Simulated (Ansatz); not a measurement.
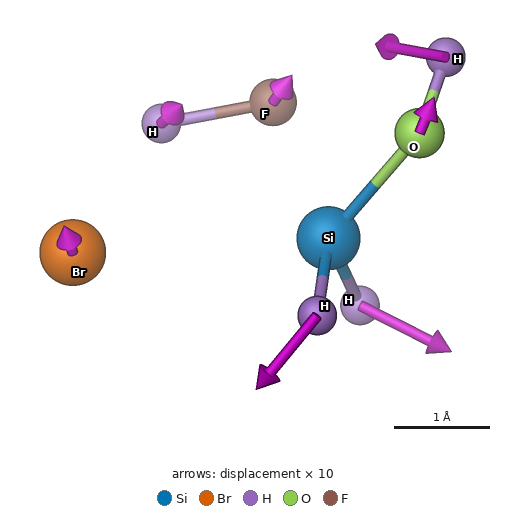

A constrained relaxation of SiH4OBrF. The starting structure is drawn; purple arrows show the displacements, magnified 10 times. The two geometries are superimposed by the best rigid fit.

Style: ball-and-stick. Shown at a tilt.

The reaction that was planned forms Si1–F7, Br2–H6 and breaks Si1–Br2, H6–F7 (atoms numbered from 1 in input order).

The calculation used RKS PBE0-D4/def2-SVP (Ansatz).

Input
```yaml
crystal:
  periodic: [false, false, false]
  atoms:
    - {symbol: Si, position_ang: [-0.463400, -0.432800, -0.091200]}
    - {symbol: Br, position_ang: [2.090000, -1.073900, -0.699300]}
    - {symbol: H, position_ang: [-0.848800, -1.279600, -1.203300]}
    - {symbol: H, position_ang: [-0.529700, -1.041500, 1.218900]}
    - {symbol: O, position_ang: [-1.373800, 0.817200, -0.525500]}
    - {symbol: H, position_ang: [1.778300, 0.456400, 0.528700]}
    - {symbol: F, position_ang: [0.710600, 0.891400, 0.850700]}
    - {symbol: H, position_ang: [-1.363200, 1.662800, -0.079000]}
basis:
  gaussian: {orbitals: def2-SVP}
hamiltonian: {xc: pbe0, dispersion: d4}
relax: {f_tol: 0.08, max_steps: 120, escape_saddle: false, constraints: [{distance: [0, 6]}, {distance: [1, 5]}, {distance: [0, 1]}, {distance: [5, 6]}]}
```

### Atoms of which element are displaced furthest, and by how much?

Hydrogen: up to 0.12 Å, against 0.04 Å for fluorine.

### What happened in the run?

The optimiser took 5 steps. The largest move after the best rigid fit is that of H8, 0.12 Å. Largest moves by element: H 0.12 Å, F 0.04 Å, O 0.04 Å, Br 0.04 Å, Si 0.01 Å. Some distances before and after: Si1–O5 1.606 → 1.651 Å, Si1–H3 1.450 → 1.481 Å, O5–H8 0.956 → 0.963 Å. Among the angles between lasting bonds that change: Si1–O5–H8 123.8° → 116.5°, H3–Si1–O5 95.5° → 99.7°, H3–Si1–H4 115.9° → 111.7°.
